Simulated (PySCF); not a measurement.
C8H11FO

```xyz
21

C     3.2744    0.2150    0.7626
C     2.1830    0.7060    0.1980
C     1.1139   -0.1430   -0.3468
C     0.1788    0.3465   -1.4031
C    -0.3734    0.1042   -0.0214
C    -1.2486   -1.1118    0.2307
C    -2.6832   -0.8793   -0.2374
C    -0.7229    1.2425    0.8330
O    -1.3668    1.2583    1.8265
F    -0.2221    2.4354    0.3696
H     3.4348   -0.8464    0.8608
H     4.0491    0.8543    1.1471
H     2.0483    1.7743    0.1107
H     1.3718   -1.1963   -0.3686
H    -0.1268   -0.3394   -2.1785
H     0.2794    1.3696   -1.7330
H    -0.8280   -1.9699   -0.2965
H    -1.2488   -1.3324    1.3001
H    -3.2765   -1.7767   -0.0819
H    -3.1378   -0.0670    0.3231
H    -2.7075   -0.6271   -1.2955
```

Geometry: GFN2-xTB.

Method: PySCF 2.14.0, PBE0/pcSseg-1, SCF density, gas phase, non-relativistic.

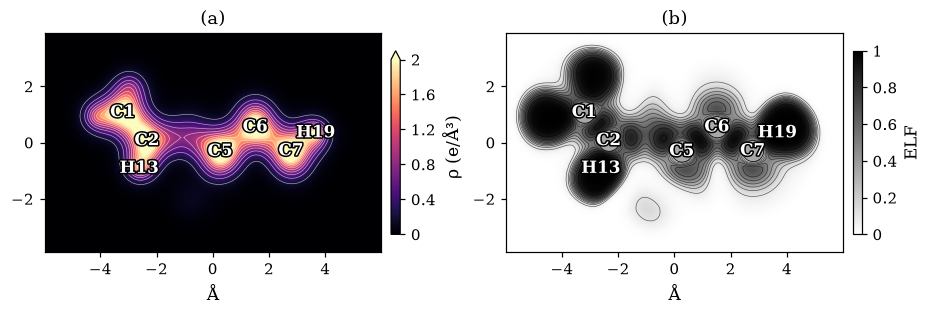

Figure 1. (a) electron density; (b) ELF on the plane of atoms C5, C6 and C7. Grey discs cover the atomic cores in the ELF map.

Question: Interpret the plot.

Answer: The section cuts through C and H sites. C–C (1.32 Å): the density is about 2.3 e/Å³ at the midpoint; the ELF peaks at about 0.90 between the atoms; a multiple bond. C–H (1.08 Å): ρ is about 2 e/Å³ halfway; the ELF climbs to about 1 towards the hydrogen, as it does in any bond to H: a covalent bond by its length. C–C (1.52 Å): ρ is about 1.7 e/Å³ halfway; the ELF peaks at about 0.95 between the atoms; a shared electron pair.

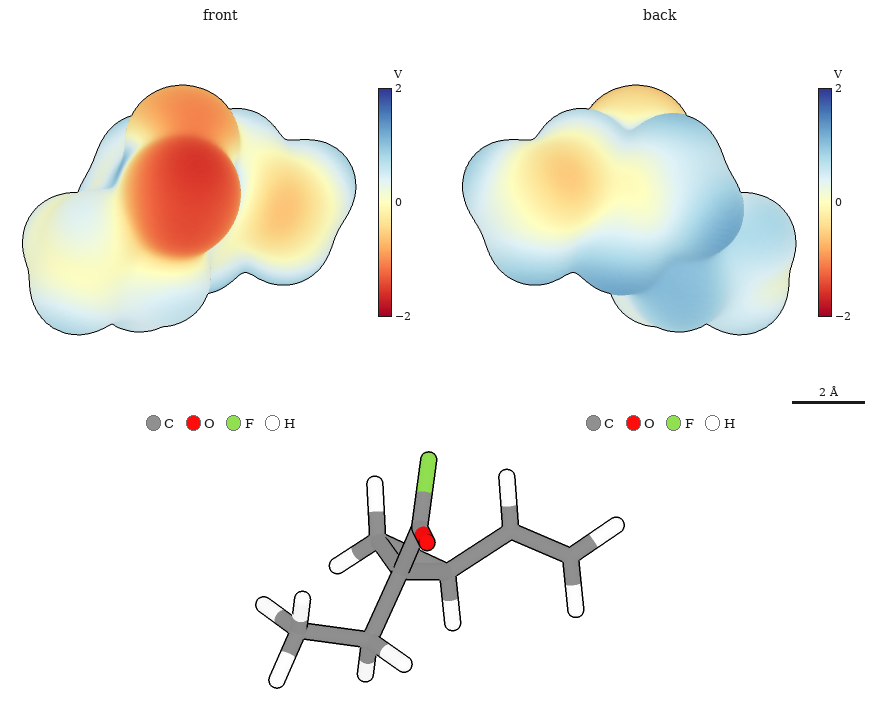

Figure 2. The electrostatic potential painted on the density surface at 0.002 e/bohr³, seen from the front and from behind; the colour scale runs from red (negative) to blue (positive). The bare structure is drawn below in the same view.

Question: Where is the surface potential most negative and most positive?

Answer: The most negative region (about −1.5 V) lies over O9, the most positive (about +1.2 V) over H14 and H15. O9 is the likeliest acceptor of a hydrogen bond.
